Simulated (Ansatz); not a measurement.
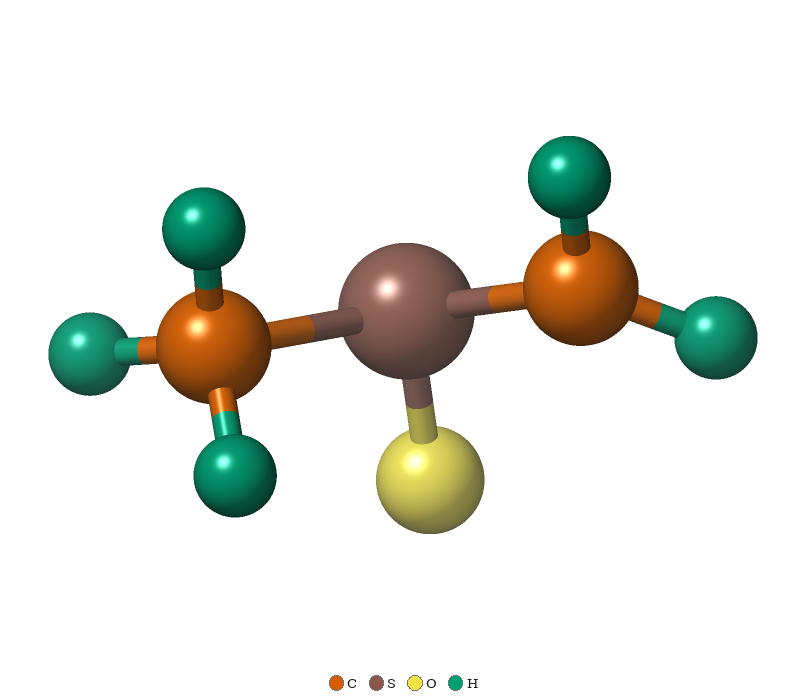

Ball-and-stick drawing of a structure.

State: neutral, doublet. The computed structure is the end point of a PBE0-D4/def2-TZVP optimisation.

Describe the molecule.

Formula C2H5OS. SMILES: `[CH2][S@](C)=O`. It has no ring. Among its groups: sulfoxide. The point group is C1. It is an open-shell species. Coordination, clear cases only: 1 S trigonal pyramidal; 1 C tetrahedral.

The parts below concern this one geometry. Atoms keep their numbers from picture to picture.

## Geometry

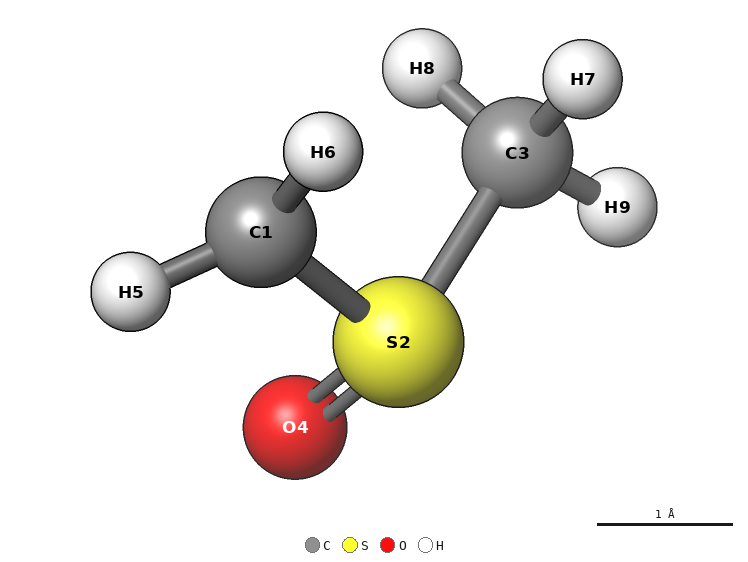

Numbered structure.

Give the bond lengths.

```tsv
bond	length (Å)	order
C1–S2	1.711	single
C1–H5	1.083	single
C1–H6	1.084	single
S2–C3	1.804	single
S2–O4	1.474	double
C3–H7	1.091	single
C3–H8	1.090	single
C3–H9	1.090	single
```

## Vibrations

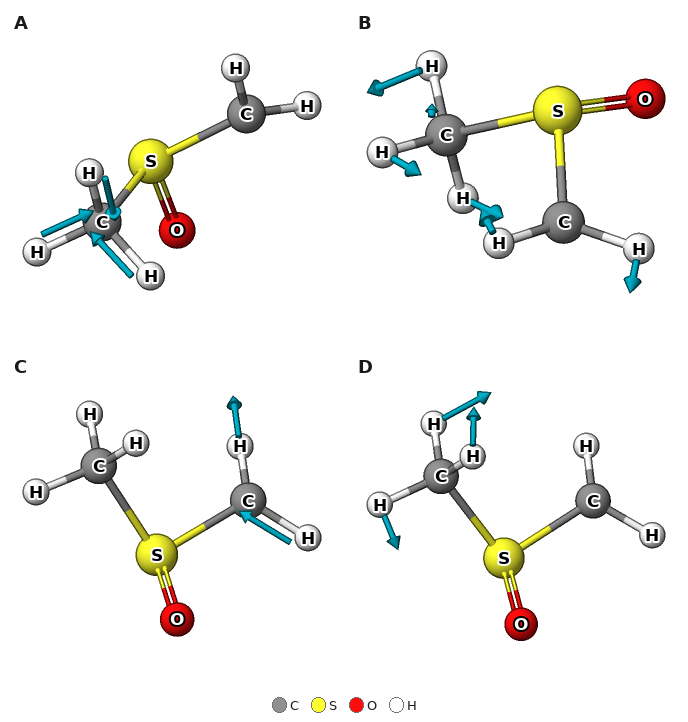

4 normal modes of one molecule or complex, as arrows. Harmonic vibrations computed with UKS PBE0-D4/def2-TZVP (Ansatz 0.2.0) at a stationary point of the same level.

Question: Match the panels to the wavenumbers 967 cm⁻¹, 1436 cm⁻¹, 3064 cm⁻¹, 3285 cm⁻¹.

Answer: A: 3064 cm⁻¹, in-phase stretching of 3 C–H bonds
B: 967 cm⁻¹, H–C–S bending
C: 3285 cm⁻¹, out-of-phase stretching of 2 C–H bonds
D: 1436 cm⁻¹, H–C–H bending

## Charges

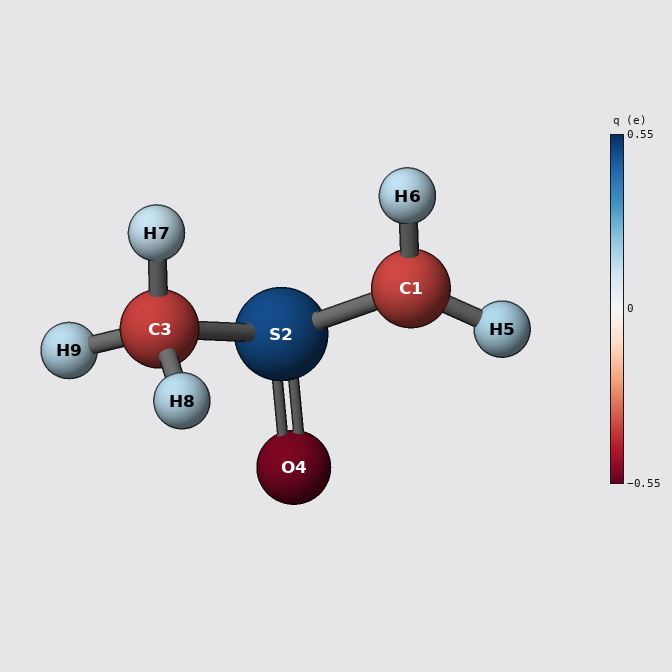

Atoms are coloured by their Mulliken charges. Level of theory: UKS PBE0-D4/def2-TZVP (Ansatz 0.2.0).

Question: Which atom carries the highest charge (most positive or least negative)?

Answer: S2 (0.49 e).

Question: And the lowest?

Answer: O4 (−0.52 e).

List the Mulliken charges.

```csv
atom,value (e)
C1,−0.37
S2,0.49
C3,−0.38
O4,−0.52
H5,0.17
H6,0.15
H7,0.14
H8,0.16
H9,0.16
```

## Dipole moment

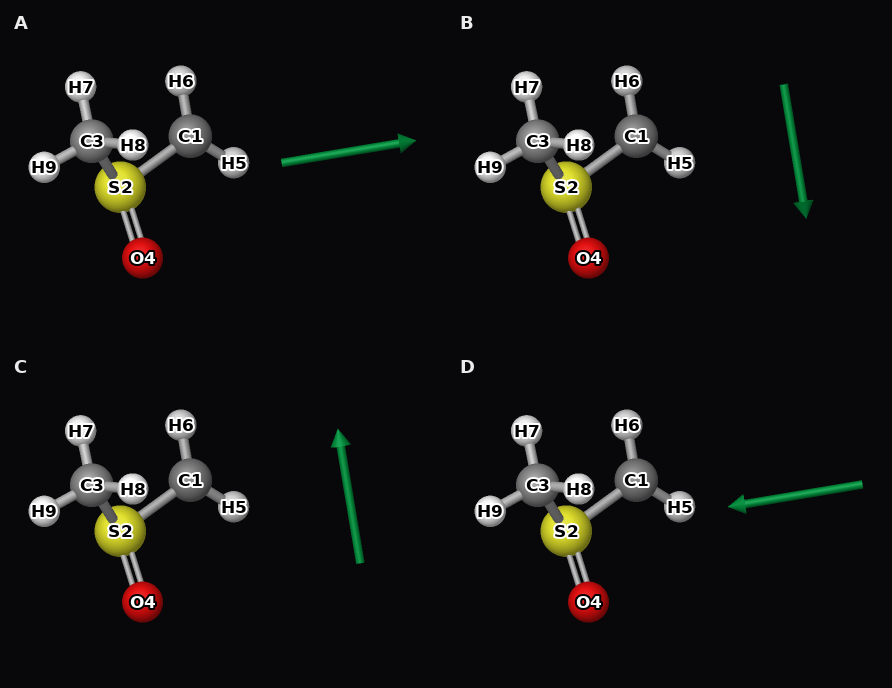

The same molecule four times, each with an arrow. Properties computed with UKS r2SCAN-D4/def2-TZVPP (Ansatz 0.2.0).

Question: Which arrow points along the dipole moment, from the negative to the positive end?

Answer: C. The dipole moment is 3.58 D; it points from the side of O4 to the side of H7 (the outermost atoms at the two ends).

## Thermal motion

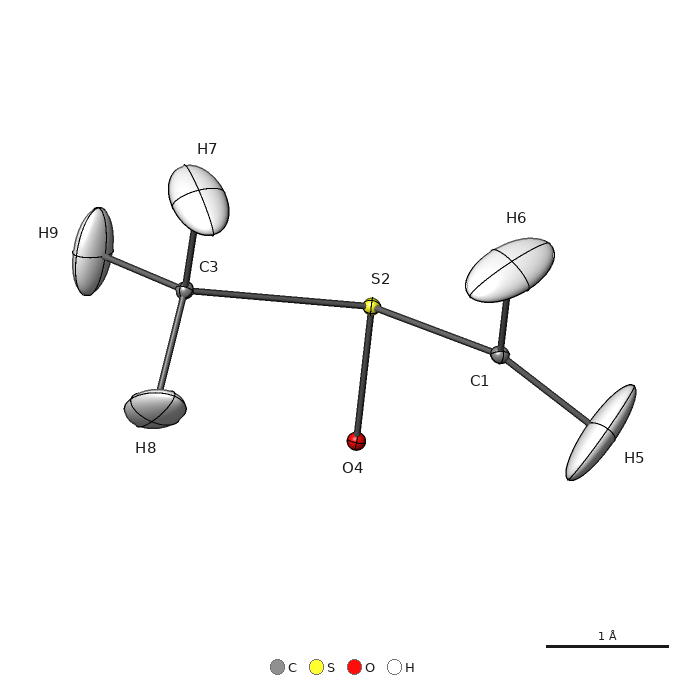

Displacement ellipsoids at the 50 % level, from the internal vibrations of the free molecule (harmonic, no overall translation or rotation; no half-axis is drawn under 0.075 Å). Vibrations computed with UKS PBE0-D4/def2-TZVP (Ansatz 0.2.0). Temperature: 298 K.

Question: Which atom moves most?

Answer: H5, with U_eq = 0.0430 Å².

Question: Does H5 move more along its bond or across it?

Answer: Across it: the root-mean-square amplitude is 0.084 Å along the bond and up to 0.314 Å across, since bending and torsion are softer than stretching.

Give the displacement parameters, one line for each set of equivalent atoms.

```tsv
atom	U_eq (Å²)	rms amplitudes (Å)
C1	0.0019	0.035, 0.042, 0.052
S2	0.00078	0.023, 0.024, 0.035
C3	0.0018	0.029, 0.046, 0.050
O4	0.0016	0.026, 0.042, 0.049
H5	0.0430	0.083, 0.154, 0.314
H6	0.0376	0.081, 0.153, 0.288
H7	0.0309	0.082, 0.147, 0.253
H8	0.0306	0.075, 0.146, 0.255
H9	0.0289	0.084, 0.140, 0.245
```

Mulliken values depend strongly on the basis set and can even reverse the polarity of a bond.
